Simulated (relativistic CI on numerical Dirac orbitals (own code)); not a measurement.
## Run report: La³⁺, relativistic CI calculation

- system: La³⁺.
- method: Dirac-Coulomb-Breit CI, KLI orbitals optimised for each configuration, model QED (radiative potential, 1s self-energy scaled to tabulated hydrogen-like ionisation energies), multiplet model of core-to-valence dipole absorption in a parametric crystal field (relativistic CI on numerical Dirac orbitals, in-house)

**Results in brief**

```
quantity                      value
 outcome                  converged
hardware  1 CPU thread, shared host
```

**Notes**

Limits: free-ion energies, so absolute edge positions are off by a few eV from solids.

**Input file**
```
atom La  Z=57  charge=3  electrons=54
nucleus A=139  rms_radius_fm=4.8550
hamiltonian dirac-coulomb  breit=on  qed=on  c_scale=1
orbitals kli  potential=per-configuration
slater_scale 1
correlation none
mixing on
configurations
  [Kr] 4d10 5s2 5p6
  [Ar] 3d9 4s2 4p6 4d10 4f 5s2 5p6
end
absorption M4,5 T=10 lorentz=0.9 gauss=0.4
crystal_field D3h B20=-260 B40=-340 B60=-670 B66=500
```

The program writes its results to a structured record and prints no log; tables and figures of this report are taken from that record.

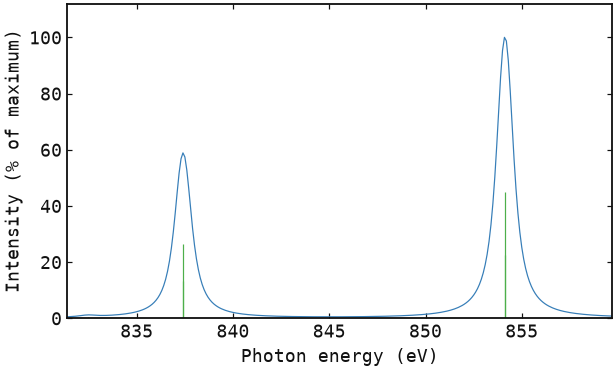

**Figure 1.** M₄,₅ X-ray absorption of La IV (La³⁺), [Xe], in a field of D3h symmetry with B20 = −260, B40 = −340, B60 = −670, B66 = 500 cm⁻¹ (Wybourne parameters). Sticks are the strongest transitions, on a scale of their own. Multiplet model: relativistic Dirac–Coulomb–Breit theory, one configuration a step, Slater integrals scaled by 1, 10 K, Voigt broadening (Lorentzian 0.9 eV, Gaussian 0.4 eV full widths), computed with a radial Dirac CI code. The main maxima lie at 837.4 eV (59) and 854.1 eV (100), heights in % of the largest; the centroid is at 847.9 eV. The lower edge holds 0.37 of the intensity (branching ratio, edges parted at 846 eV), and the core spin-orbit splitting of the orbitals is 17.6 eV. The ground state has S = 0.00.
